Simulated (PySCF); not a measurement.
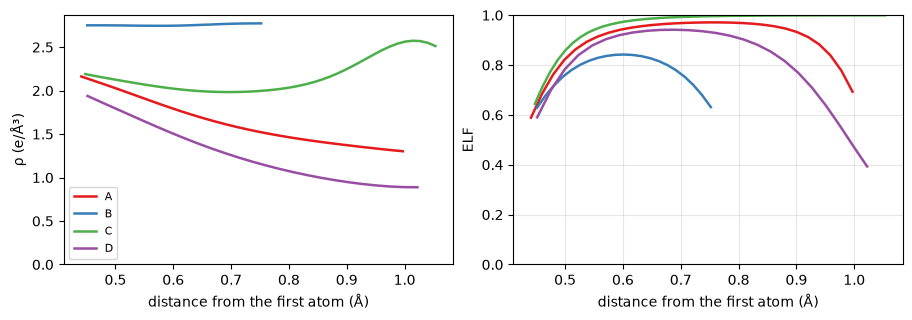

C$_{5}$H$_{9}$BGe (SMILES B/C=C\[CH2][GeH2][C]#C). Total electron density and electron localisation function along straight lines between neighbouring atoms. The curves leave out the atomic cores.

Geometry: GFN2-xTB.

Theory: CAM-B3LYP/def2-SVPD, SCF density, gas phase in PySCF 2.14.0.

The calculation's input:

```
{"job": {"kind": "uv", "xc": "CAM-B3LYP", "basis": "def2-SVPD", "nstates": 8, "ntriplets": 3}, "charge": 0, "multiplicity": 1}
B     -2.107878     1.097271     1.606535
C     -2.291595    -0.228042     0.856612
C     -1.488210    -0.735003    -0.096240
C     -0.254403    -0.113644    -0.619811
Ge     1.325960    -0.711860     0.436183
C      2.882991     0.132444    -0.256503
C      3.840409     0.695093    -0.719569
H     -2.820636     1.353269     2.499918
H     -1.267732     1.860963     1.318591
H     -3.141812    -0.850232     1.121479
H     -1.711116    -1.710708    -0.521376
H     -0.090886    -0.395601    -1.661504
H     -0.291556     0.972192    -0.551910
H      1.179897    -0.337953     1.881901
H      1.541469    -2.199437     0.344509
H      4.687498     1.180192    -1.115261
```

Launched as:

```sh
OMP_NUM_THREADS=1 python probes_run.py task.json out
```

### Which curve belongs to which contact (C–B, C–C, C–Ge and C–H)? The first atom named is at distance zero.

Curve A: C–B (1.53 Å): ρ is about 1.5 e/Å³ halfway; the ELF peaks at about 1 between the atoms, as expected for localised, covalent bonding. Curve B: C–C (1.20 Å): ρ at the midpoint is about 2.7 e/Å³; the ELF peaks at about 0.85 between the atoms; a multiple bond. Curve C: C–H (1.05 Å): ρ is about 2.1 e/Å³ halfway; the ELF climbs to about 1 towards the hydrogen, as it does in any bond to H (a covalent bond by its length). Curve D: C–Ge (1.90 Å): ρ is about 0.91 e/Å³ halfway; the ELF peaks at about 0.95 in the valence shell of C, 0.7 Å from its nucleus, and is about 0.65 at the midpoint.
